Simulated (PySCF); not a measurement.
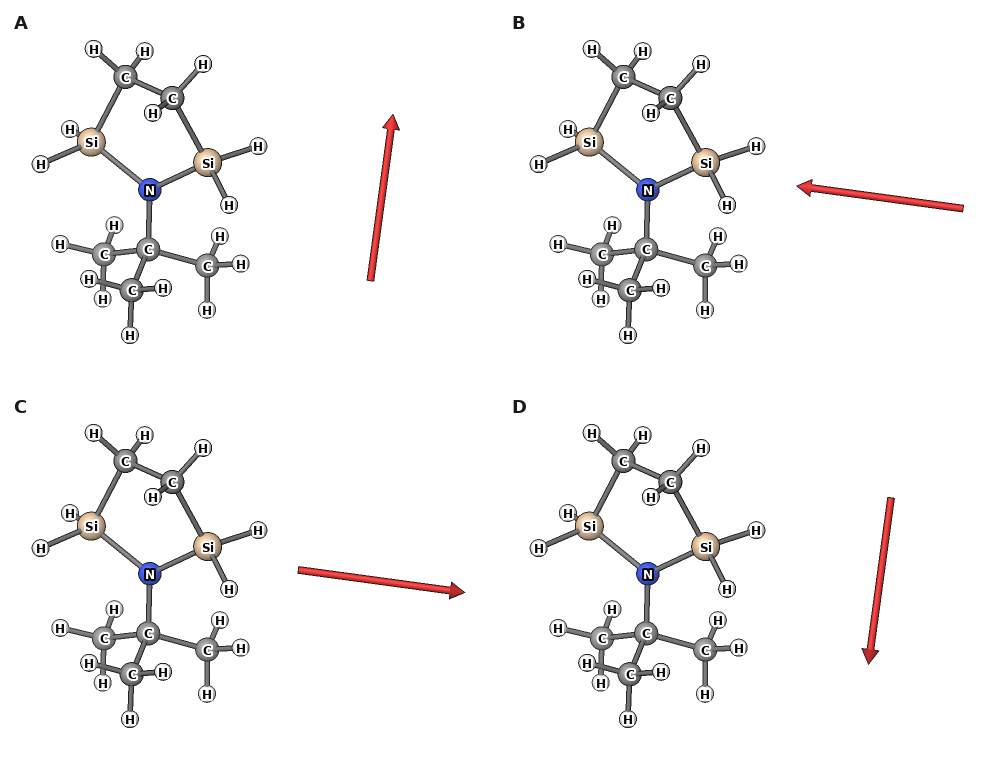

The same molecule four times, each with an arrow. Computed geometry: PBE0-D3(BJ)/def2-SVP optimisation. No frequency run is at hand to confirm it as a minimum. Level of theory: PBE0/pcSseg-1 in dichloromethane (IEF-PCM) (PySCF 2.14.0).

Question: Which arrow points along the dipole moment, from the negative to the positive end?

Answer: D. The dipole moment is 0.40 D.
